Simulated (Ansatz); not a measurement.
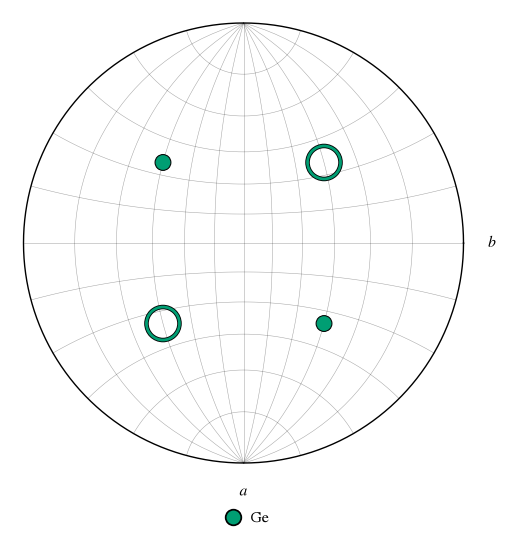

For Ge, the geometry relaxed with Ansatz 0.2.0, DFT, RPBE, plane waves (420 eV) with PAW, scalar-relativistic: directions from one germanium atom at (1/2, 0, 1/2) to its bonded neighbours, in stereographic projection down c (filled: above the plane of the page or in it, open: below). Geometry calculated from the standardised cell; symmetry tolerance 0.002 Å.

Neighbours are counted up to 2.83 Å for Ge.

```cif
data_structure
_symmetry_space_group_name_H-M 'P 1'
_symmetry_Int_Tables_number 1
_cell_length_a 5.8264
_cell_length_b 5.8264
_cell_length_c 5.8264
_cell_angle_alpha 90.000
_cell_angle_beta 90.000
_cell_angle_gamma 90.000
_cell_volume 197.79
loop_
_atom_site_label
_atom_site_type_symbol
_atom_site_fract_x
_atom_site_fract_y
_atom_site_fract_z
_atom_site_occupancy
Ge1 Ge 0.50000 0.00000 0.50000 1
Ge2 Ge 0.25000 0.25000 0.25000 1
Ge3 Ge 0.50000 0.50000 0.00000 1
Ge4 Ge 0.25000 0.75000 0.75000 1
Ge5 Ge 0.00000 0.00000 0.00000 1
Ge6 Ge 0.75000 0.25000 0.75000 1
Ge7 Ge 0.00000 0.50000 0.50000 1
Ge8 Ge 0.75000 0.75000 0.25000 1
```

> How many neighbours are there, and at what angles?

4: 4 Ge at 2.52 Å. Angles between bonds: 109° (6×).

> What is the site's symmetry in the crystal?

Point group -43m (Td), order 24: three −4 axes, four threefold axes, six mirror planes. In Fd-3m, No. 227, origin choice 1 this is Wyckoff position 8a.
